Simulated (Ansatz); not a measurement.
Consider AlFH6Si2 (SMILES [F][Al]([SiH3])[SiH3]).

The calculation's input:

```
basis:
  gaussian: {orbitals: def2-TZVPD}
crystal:
  periodic: [false, false, false]
  atoms:
    - symbol: Al
      position_ang: [-0.323824, 0.823909, -2.719874]
    - symbol: F
      position_ang: [-1.764591, 0.290965, -3.409782]
    - symbol: Si
      position_ang: [1.690632, 0.504874, -4.086854]
    - symbol: Si
      position_ang: [-0.475534, 1.845980, -0.492362]
    - symbol: H
      position_ang: [1.520405, 1.092701, -5.451493]
    - symbol: H
      position_ang: [1.995547, -0.951244, -4.247944]
    - symbol: H
      position_ang: [2.877385, 1.153001, -3.447135]
    - symbol: H
      position_ang: [0.731107, 1.498262, 0.321886]
    - symbol: H
      position_ang: [-1.692399, 1.417440, 0.261503]
    - symbol: H
      position_ang: [-0.508937, 3.337649, -0.621379]
output: {forces: true, orbitals: {seedname: orbitals}}
hamiltonian: {xc: pbe0}
```

Run with:

```sh
ansatz run input.yaml --threads 2 --pin off --max-ram 4350MiB --events-out events.jsonl --progress --plain --runs-dir runs
```

Geometry: PBE0-D3(BJ)/pcseg-1.

Theory: isolated molecule in a Gaussian basis; Kohn-Sham density functional theory, functional PBE0 in Ansatz.

> What can the converged electron density and electron localisation function tell about the bonding?

Al–F (1.68 Å): ρ is about 0.84 e/Å³ halfway; the ELF peaks at about 0.85 in the valence shell of F, 0.6 Å from its nucleus, and is about 0.35 at the midpoint.
Al–Si (2.46 Å): the density is about 0.5 e/Å³ at the midpoint; the ELF peaks at about 1 between the atoms (localised, covalent bonding).
Si–H (1.50 Å): the density is about 0.78 e/Å³ at the midpoint; the ELF climbs to about 1 towards the hydrogen, as it does in any bond to H.

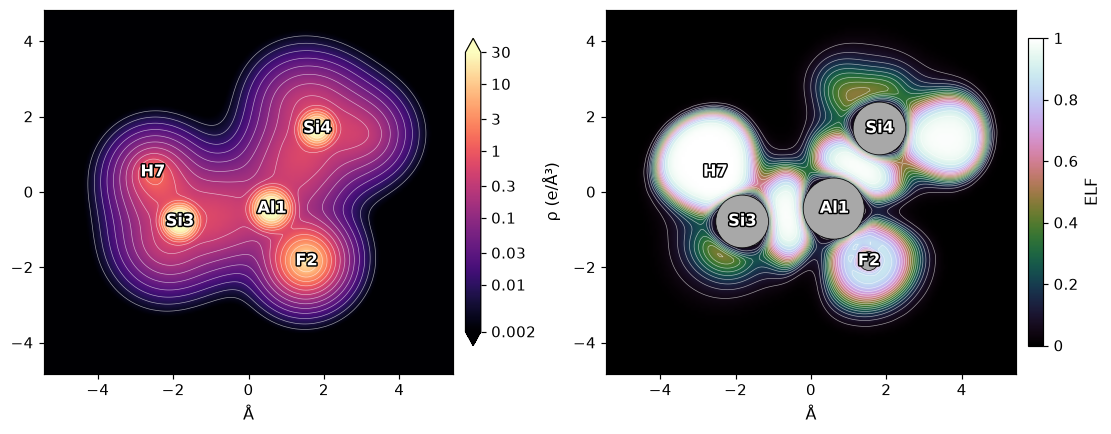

Computed electron density and electron localisation function on the plane of atoms Al1, Si3 and H7, in this order. Grey discs cover the atomic cores in the ELF map. 
